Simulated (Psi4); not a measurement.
# r2SCAN/cc-pVTZ (sweep point 6) run of C2F2 (SMILES FC#CF)

Aim: the vertical ionisation energy of C2F2 at r2SCAN/cc-pVTZ (sweep point 6), from 2 runs. 

Program for the calculation: Psi4 1.11.

4 further runs of the same task are left out: 4 set aside as unsound or not needed.

## 1. The structure to begin with

C2F2 has 4 atoms, charge 0, and is taken as a singlet. As SMILES, `FC#CF`. The shape is that of a PBE0-D4/def2-TZVP optimisation.

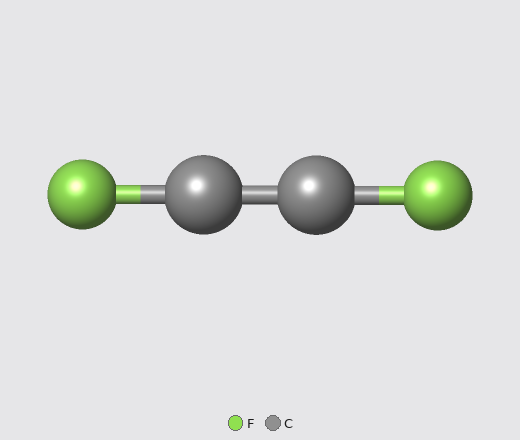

The structure, seen from a chosen angle (fluorine green, carbon grey).

## 2. A single-point energy at r2SCAN/cc-pVTZ (sweep point 6)

File calc.py:

```python
import psi4

psi4.set_memory('1600 MB')
psi4.set_num_threads(1)
psi4.set_output_file('c2f2.out', False)

molecule = psi4.geometry("""
F     -0.25775864     0.24188494     3.50128456
C     -0.06368377     0.05706973     1.10208828
C      0.11602918    -0.11413946    -1.12136348
F      0.31010406    -0.29895467    -3.52055977
units au
symmetry c1
""")

psi4.set_options({
    'puream': True,
    'scf_type': 'pk',
    'dft_radial_points': 99,
    'dft_spherical_points': 590,
})

e, wfn = psi4.energy('r2scan/cc-pVTZ', molecule=molecule, return_wfn=True)
print('E =', round(e, 9))
```

Command:

```console
$ python calc.py
```

c2f2.out:

```text
[...]
  Running in c1 symmetry.
[...]
  Nuclear repulsion =   95.510997052494545
[...]
  Multiplicity = 1
[...]
  Nalpha       = 15
  Nbeta        = 15
[...]
    Number of basis functions: 120
[...]
   @RKS iter   1:  -275.56479185893852   -5.45001e-02   5.05825e-03 ADIIS/DIIS
[...]
   @RKS iter   7:  -275.72503483178673   -8.73408e-08   4.86179e-07 DIIS
[...]
    Orbital Energies [Eh]
    ---------------------
    Doubly Occupied:
       1A    -24.571925     2A    -24.571925     3A    -10.133759
       4A    -10.131145     5A     -1.262069     6A     -1.260826
       7A     -0.753685     8A     -0.611585     9A     -0.580106
      10A     -0.490888    11A     -0.490888    12A     -0.468756
      13A     -0.468756    14A     -0.256705    15A     -0.256705
[...]
  @RKS Final Energy:  -275.72503483178673
   => Energetics <=
    Nuclear Repulsion Energy =             95.5109970524945453
    One-Electron Energy =                -569.4020260387434291
    Two-Electron Energy =                 229.7578530456828787
    DFT Exchange-Correlation Energy =     -31.5918588912207170
    Empirical Dispersion Energy =           0.0000000000000000
    VV10 Nonlocal Energy =                  0.0000000000000000
    Total Energy =                       -275.7250348317867292
[...]
 Multipole Moments:
 ------------------------------------------------------------------------------------
     Multipole            Electronic (a.u.)      Nuclear  (a.u.)        Total (a.u.)
 ------------------------------------------------------------------------------------
 L = 1.  Multiply by 2.5417464519 to convert [e a0] to [Debye]
 Dipole X            :          0.0000000           -0.0000000            0.0000000
 Dipole Y            :          0.0000000           -0.0000000            0.0000000
 Dipole Z            :         -0.0000001            0.0000000           -0.0000001
 Magnitude           :                                                    0.0000001
[...]
```

On the terminal:

```text
E = -275.725034832
```

It took 22 s on 1 thread of Intel Xeon Platinum 8375C at 2.90GHz (Ice Lake), shared host; peak memory 0.76 GiB.

## 3. The doublet cation, same level

File run.py:

```python
import psi4

psi4.set_memory('1600 MB')
psi4.set_num_threads(1)
psi4.set_output_file('output.dat', False)

m = psi4.geometry("""
1 2
F     -0.25775864     0.24188494     3.50128456
C     -0.06368377     0.05706973     1.10208828
C      0.11602918    -0.11413946    -1.12136348
F      0.31010406    -0.29895467    -3.52055977
units au
symmetry c1
""")

options = {'basis': 'cc-pVTZ', 'reference': 'uks', 'puream': True, 'scf_type': 'pk', 'dft_radial_points': 99, 'dft_spherical_points': 590, 'maxiter': 150}
psi4.set_options(options)

energy_value = psi4.energy("R2SCAN", molecule=m)
print(f'R2SCAN energy: {energy_value:.10f} Eh')
```

Command:

```console
$ python run.py
```

output.dat:

```text
[...]
  Running in c1 symmetry.
[...]
  Nuclear repulsion =   95.510997052494545
[...]
  Multiplicity = 2
[...]
  Nalpha       = 15
  Nbeta        = 14
[...]
    Number of basis functions: 120
[...]
   @UKS iter   1:  -275.21844368763169    2.91848e-01   4.12388e-03 ADIIS/DIIS
[...]
   @UKS iter   8:  -275.32461025257822   -1.43782e-07   7.35160e-07 DIIS
[...]
   @S^2 Observed:                7.527877929E-01
[...]
    Orbital Energies [Eh]
    ---------------------
    Alpha Occupied:
       1A    -24.896619     2A    -24.896618     3A    -10.513196
       4A    -10.510567     5A     -1.572379     6A     -1.570713
       7A     -1.134106     8A     -0.915605     9A     -0.890103
      10A     -0.817088    11A     -0.795130    12A     -0.779784
      13A     -0.764648    14A     -0.622486    15A     -0.587432
    Alpha Virtual:
      16A     -0.316927    17A     -0.294208    18A     -0.259910
      19A     -0.223198    20A      0.029196    21A      0.032686
      22A      0.043479    23A      0.069502    24A      0.142789
      25A      0.151958    26A      0.188726    27A      0.234596
[...]
  @UKS Final Energy:  -275.32461025257822
   => Energetics <=
    Nuclear Repulsion Energy =             95.5109970524945453
    One-Electron Energy =                -559.7293352687440802
    Two-Electron Energy =                 220.0937536346079924
    DFT Exchange-Correlation Energy =     -31.2000256709366930
    Empirical Dispersion Energy =           0.0000000000000000
    VV10 Nonlocal Energy =                  0.0000000000000000
    Total Energy =                       -275.3246102525782248
[...]
 Multipole Moments:
 ------------------------------------------------------------------------------------
     Multipole            Electronic (a.u.)      Nuclear  (a.u.)        Total (a.u.)
 ------------------------------------------------------------------------------------
 L = 1.  Multiply by 2.5417464519 to convert [e a0] to [Debye]
 Dipole X            :          0.0000000           -0.0000000           -0.0000000
 Dipole Y            :         -0.0000000           -0.0000000           -0.0000000
 Dipole Z            :         -0.0000001            0.0000000           -0.0000001
 Magnitude           :                                                    0.0000001
[...]
```

On the terminal:

```text
R2SCAN energy: -275.3246102526 Eh
```

Wall time 33 s (1 thread of Intel Xeon Platinum 8375C at 2.90GHz (Ice Lake), shared host); peak memory 0.76 GiB.

## 4. Results

Level: r2SCAN/cc-pVTZ (sweep point 6).

| quantity | value |
| --- | --- |
| singlet C2F2: total energy | -275.72503 Eh |
| singlet C2F2: dipole moment | 0.00 D |
| singlet C2F2: HOMO energy | -6.99 eV |
| singlet C2F2: LUMO energy | 0.15 eV |
| singlet C2F2: HOMO–LUMO gap | 7.13 eV |
| doublet cation: total energy | -275.32461 Eh |
| doublet cation: HOMO energy (highest over α and β) | -15.74 eV |
| doublet cation: LUMO energy (lowest over α and β) | -14.71 eV |
| doublet cation: ⟨S²⟩ | 0.753 |
| vertical ionisation energy (to the doublet cation) | 10.896 eV |

Removing an electron at fixed nuclei costs 10.90 eV (1051 kJ/mol). The negative HOMO energy of the first species, 6.99 eV, lies 3.91 eV below that difference.
